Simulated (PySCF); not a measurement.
Input file:

```
{"job": {"xc": "WP04", "basis": "pcSseg-1", "solvent": "chloroform", "kind": "nmr", "pop": true}, "charge": 0, "multiplicity": 1}
N     -2.040098     0.648692    -0.198451
C     -0.757166     0.197819    -0.078129
C      0.348468     1.055604     0.021067
C      1.634294     0.531249     0.094730
C      1.802524    -0.850308     0.069265
N      0.762221    -1.678124    -0.018626
C     -0.442304    -1.183212    -0.087494
Cl    -1.777717    -2.312746    -0.187191
H     -2.775607    -0.030173    -0.050272
H     -2.239850     1.596715     0.086316
H      0.186503     2.136995     0.035239
H      2.498683     1.194340     0.171274
H      2.795660    -1.306363     0.124546
```

Launched as:

```sh
OMP_NUM_THREADS=1 python ens_run.py task.json out
```

Geometry: PBE0-D3(BJ)/def2-SVP.

Computed with PySCF 2.14.0, WP04/pcSseg-1, SCF density, in a chloroform solvent model, non-relativistic.

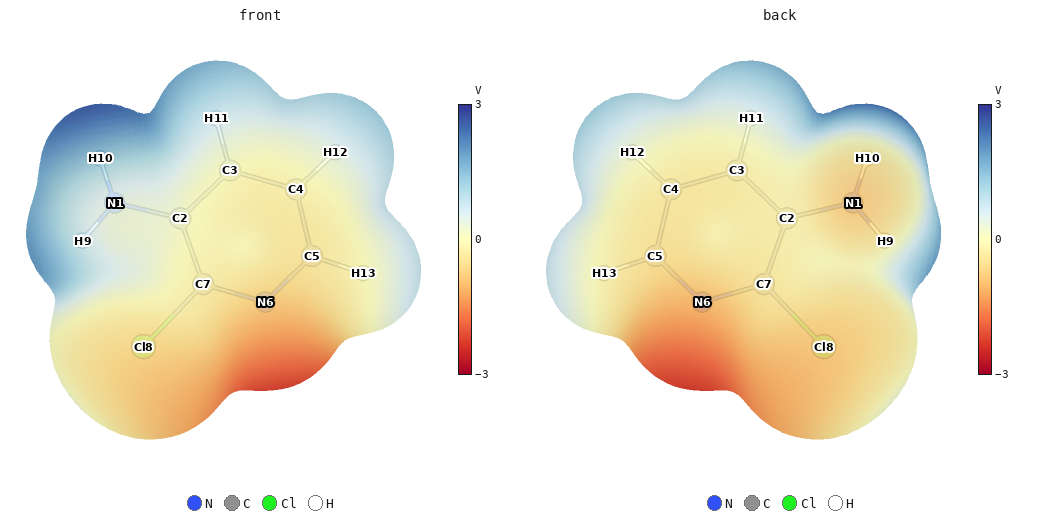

C5H5ClN2. The molecular electrostatic potential painted on the density surface at 0.002 e/bohr³, seen from the front and from behind; red is negative and blue positive.

Question: Describe the electrostatic potential map.

Answer: The most negative region (about −2.2 V) lies over N6, the most positive (about +2.6 V) over H10. Cl8 shows a σ-hole: about +0.2 V at the tip opposite its bond, against about −0.3 V on its flanks. N6 is the likeliest acceptor of a hydrogen bond.
